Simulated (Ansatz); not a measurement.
# ZnO: carrier doping

Consider ZnO in the wurtzite structure (space group P6_3mc, No. 186).

```
CELL_PARAMETERS angstrom
      3.23524     0.00000     0.00000
     -1.61762     2.80180     0.00000
      0.00000     0.00000     5.21128
ATOMIC_POSITIONS crystal
  Zn 0.66667 0.33333 0.00243
  Zn 0.33333 0.66667 0.50243
  O  0.66667 0.33333 0.62277
  O  0.33333 0.66667 0.12277
```

Carriers are added at fixed cell with a uniform background; the Fermi–Dirac width is that of 300 K.

Method: DFT with r2SCAN, PAW potentials and a 500 eV plane-wave cutoff in Ansatz (a first-principles code), spin-orbit coupling left out, earlier PAW set.

Notes on the quantities. Fermi level from band edge: Fermi level relative to the doped band's edge (positive inside the band; to 0.05 eV).

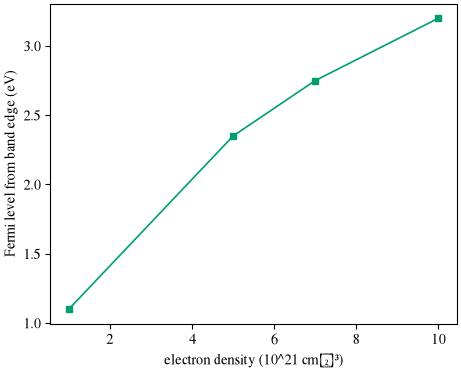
*Fermi level from band edge against electron density*

```csv
electron density (10^21 cm⁻³),Fermi level from band edge
1,+1.10 eV
5,+2.35 eV
7,+2.75 eV
10,+3.20 eV
```

Carriers are added with a uniform compensating background; total energy and stress of such cells depend on the potential's zero and are not compared; many-body gap narrowing is missing at this level. Stability against distortions was not tested.
